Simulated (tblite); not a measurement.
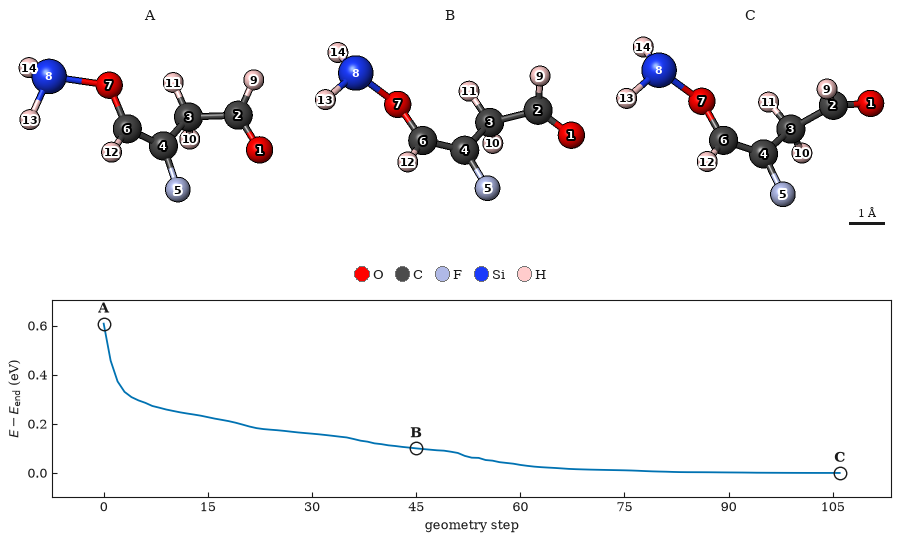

Frames of a relaxation of C₄H₆FO₂Si (multiplicity 2), marked on the history of the run. The picture is a ball-and-stick view, seen at a tilt.

Theory: tblite, GFN2-xTB geometry optimisation, gas phase. 

Q: What happens along the run?

A: O1 moves most after the best rigid fit: 1.59 Å. Largest moves by element: O 1.59 Å, H 1.25 Å, C 0.38 Å, Si 0.34 Å, F 0.26 Å. Some distances before and after: O7–Si8 1.757 → 1.639 Å, Si8–H14 1.494 → 1.447 Å, C3–H10 1.140 → 1.092 Å, C6–O7 1.362 → 1.335 Å. Bond angles that change, for instance: C6–O7–Si8 119.5° → 134.6°, H13–Si8–H14 107.5° → 119.7°, C4–C3–H11 114.9° → 107.9°. Groups turn about C2–C3 by about 85°, C6–O7 by about 45°, O7–Si8 by about 40°. After 106 geometry steps the energy has fallen by 0.608 eV. From step 0 to 45: O7 moves most (0.78 Å), energy −0.508 eV. From step 45 to 106: O1 moves most (0.98 Å), energy −0.100 eV.

```json
{"step": "0", "E − E(0), eV": "0.0000"}
{"step": "1", "E − E(0), eV": "-0.1508"}
{"step": "2", "E − E(0), eV": "-0.2354"}
{"step": "3", "E − E(0), eV": "-0.2780"}
{"step": "4", "E − E(0), eV": "-0.2993"}
{"step": "5", "E − E(0), eV": "-0.3126"}
{"step": "6", "E − E(0), eV": "-0.3228"}
{"step": "7", "E − E(0), eV": "-0.3354"}
{"step": "8", "E − E(0), eV": "-0.3425"}
{"step": "9", "E − E(0), eV": "-0.3499"}
{"step": "10", "E − E(0), eV": "-0.3557"}
{"step": "15", "E − E(0), eV": "-0.3811"}
{"step": "20", "E − E(0), eV": "-0.4113"}
{"step": "25", "E − E(0), eV": "-0.4343"}
{"step": "30", "E − E(0), eV": "-0.4483"}
{"step": "35", "E − E(0), eV": "-0.4637"}
{"step": "40", "E − E(0), eV": "-0.4910"}
{"step": "45", "E − E(0), eV": "-0.5082"}
{"step": "50", "E − E(0), eV": "-0.5218"}
{"step": "55", "E − E(0), eV": "-0.5557"}
{"step": "61", "E − E(0), eV": "-0.5794"}
{"step": "66", "E − E(0), eV": "-0.5899"}
{"step": "71", "E − E(0), eV": "-0.5953"}
{"step": "76", "E − E(0), eV": "-0.5984"}
{"step": "81", "E − E(0), eV": "-0.6033"}
{"step": "86", "E − E(0), eV": "-0.6054"}
{"step": "91", "E − E(0), eV": "-0.6065"}
{"step": "96", "E − E(0), eV": "-0.6077"}
{"step": "101", "E − E(0), eV": "-0.6082"}
{"step": "106", "E − E(0), eV": "-0.6083"}
```
